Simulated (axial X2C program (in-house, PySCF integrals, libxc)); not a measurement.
**Run report: RbSe, relativistic diatomic calculation**

System: RbSe, single determinant with Ω = 3/2.
Method: TPSS, two-component X2C with atomic mean-field Coulomb and Gaunt terms, Rb dyall-v3z, Se dyall-v3z (cores contracted) (axial X2C program (in-house, PySCF integrals, libxc)).

## Results in brief

| quantity | value |
| --- | --- |
| outcome | converged |
| bond length rₑ | 3.077 Å |
| ωₑ | 148.2 cm⁻¹ |
| energy at the minimum | −5408.94133 hartree |
| depth below the fragments | 2.63 eV |
| hardware | 1 thread of Arm Neoverse N1, 16 GiB of memory available, shared host |
| wall time | 13 s |
| peak memory | 0.41 GiB |

## Input file
```
{"zs": [37, 34], "q": 0, "bas": ["dyall-v3z", "dyall-v3z"], "levels": ["PBE0", "HF", "TPSS", "BHandHLYP"], "cc": false, "r0": 3.09, "npts": 10, "nst": 2, "ntry": 6}
```

The line is the task of a batch: nuclear charges, charge, bases, the levels to run, a first guess of the distance and further settings. This report covers TPSS with spin-orbit coupling. The log is that of the reference distance 3.074 Å.

The run was one of a batch that the task file lists, launched with:
```bash
python <driver script> task.json out
```

## Log
```
two-component X2C + atomic mean field  TPSS
basis functions 177  fitting functions 1055  grid points 5807
iter        total energy     max residual
   1      -5408.939052796     3.29e-02
   2      -5408.940674928     1.11e-02
   3      -5408.941182315     6.39e-03
   4      -5408.941301955     2.02e-03
   5      -5408.941320785     1.32e-03
   6      -5408.941327771     2.39e-04
   7      -5408.941327971     9.41e-05
   8      -5408.941328034     3.47e-05
   9      -5408.941328040     8.74e-06
converged
one-electron -7943.08775771  Coulomb 2509.72368884  exact exchange 0.00000000  xc functional -190.03085816  nuclear repulsion 216.55983453  atomic mean-field constant -2.10623553
```

## The points of the curve

```
R (Å)   E (hartree)  dipole (D; origin at the first atom, positive when the second is positive)  highest filled (eV)  lowest empty (eV)
2.674  −5408.925797                                                                       −8.35                −3.84              −3.71
2.797  −5408.934835                                                                       −8.90                −3.72              −3.56
2.890  −5408.938707                                                                       −9.31                −3.63              −3.46
2.982  −5408.940718                                                                       −9.71                −3.54              −3.37
3.074  −5408.941328                                                                      −10.09                −3.46              −3.29
3.182  −5408.940722                                                                      −10.54                −3.37              −3.20
3.289  −5408.939099                                                                      −10.97                −3.29              −3.12
3.428  −5408.936002                                                                      −11.51                −3.20              −3.02
3.597  −5408.931318                                                                      −12.14                −3.10              −2.92
3.842  −5408.923733                                                                      −12.98                −2.98              −2.80
```

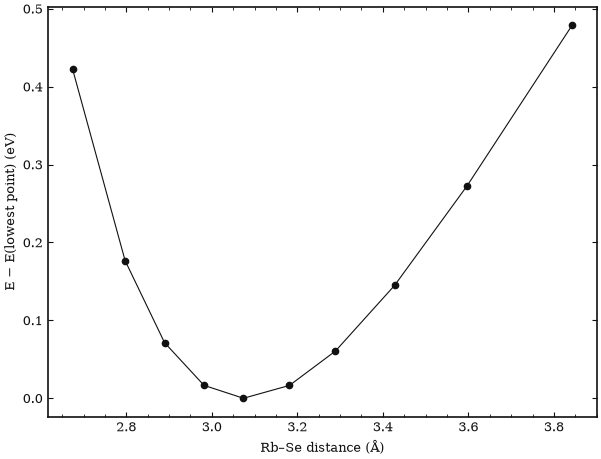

Figure 1. Energy at 10 bond lengths, for one set of occupations held fixed; the line joins the points. A polynomial of degree 6 through 9 points gives rₑ = 3.077 Å, ωₑ = 148.2 cm⁻¹, ωₑxₑ = 0.38 cm⁻¹ and Bₑ = 0.04326 cm⁻¹. The minimum lies 2.63 eV below Rb + Se, each computed as one determinant at the same level.

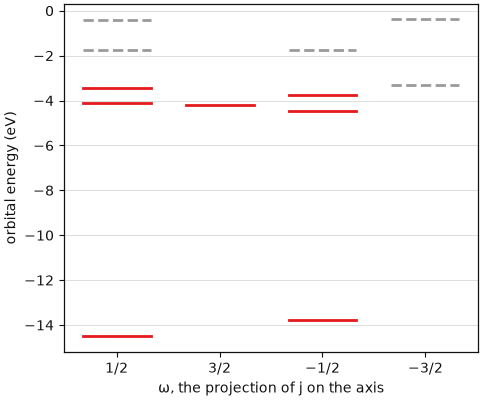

Figure 2. Orbital energies near the frontier at 3.07 Å, filled (solid) and empty (dashed). The highest filled spinor (1/2; 91 % Se p, 6 % Rb d) lies at −3.46 eV, the lowest empty one (−3/2; 91 % Se p, 6 % Rb d) at −3.29 eV.
